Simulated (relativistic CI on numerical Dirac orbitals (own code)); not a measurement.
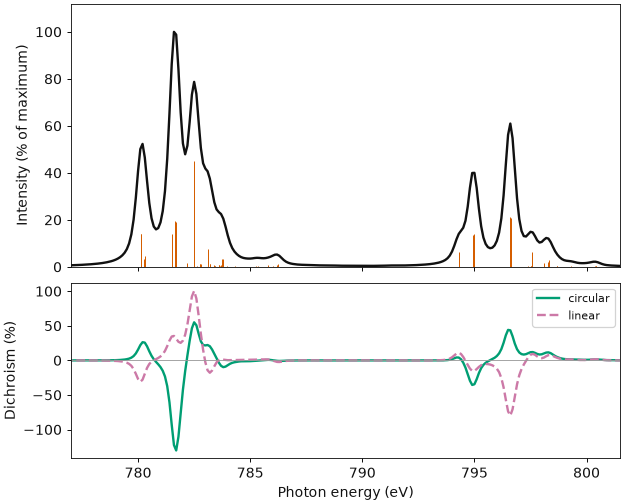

Computed core-level spectrum (absorption) of an ion of charge +2 in a field of D3d symmetry with 10Dq = 25,300, Dσ = −320, Dτ = 40 cm⁻¹. Sticks are the strongest transitions, on a scale of their own. Multiplet model: relativistic Dirac–Coulomb–Breit theory, one configuration a step, Slater integrals scaled by 0.7, 300 K, Voigt broadening (Lorentzian 0.4 eV, Gaussian 0.3 eV full widths), computed with a radial Dirac CI code. Dichroism is for the ground state at zero temperature, magnetised by an exchange field of 10 meV on Sz (linear: z less the mean of x and y).

Q: Identify the element and the shell or line.

A: L₂,₃ X-ray absorption of Co²⁺, initial configuration [Ar] 3d⁷. The main maxima lie at 780.2 eV (52), 781.6 eV (100), 782.5 eV (79), 795.0 eV (40), 796.6 eV (61), 797.5 eV (15) and 798.2 eV (12), heights in % of the largest; the centroid is at 786.7 eV. The lower edge holds 0.67 of the intensity (branching ratio, edges parted at 790 eV, split at the minimum of the curve and uncertain by about 0.02), and the core spin-orbit splitting of the orbitals is 15.4 eV. The ground state has S = 0.51. The circular dichroism (Δm = −1 less Δm = +1) is largest at 781.7 eV, −130 % of the isotropic maximum; its integrals over the lower and upper edge are −0.029 and 0.030 of the sum over the three polarisations. The magnetised ground state has ⟨Lz⟩ = 0.01 and ⟨Sz⟩ = −0.50.

Note: free-ion energies, so absolute edge positions are off by a few eV from solids.
